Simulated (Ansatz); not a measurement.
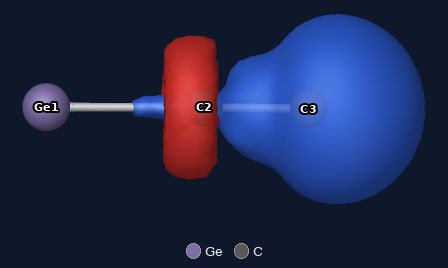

*C2Ge (charge +1, doublet). Isosurfaces of the spin density (α minus β) at +0.04 (blue) and −0.04 e/Å³ (red), seen from one side.*

Geometry: r2SCAN-D4/def2-TZVP; ⟨S²⟩ = 0.82, above the pure value of 0.75; not at a stationary point (largest force 0.6 eV/Å).

Computed with Ansatz, UKS PBE0-D4/def2-TZVP.

```yaml
atoms:
  - { symbol: Ge, position_ang: [-1.1441, -1.1828, 0.1136] }
  - { symbol: C, position_ang: [0.1401, 0.1528, -0.0144] }
  - { symbol: C, position_ang: [1.0040, 1.0300, -0.0991] }
```

Which atoms carry the spin?

Answer. The unpaired spin (1 electron) lies mostly on C3 (about 1.1), in electrons by Hirshfeld's partition, with opposite, polarisation-induced spin on Ge1 and C2.
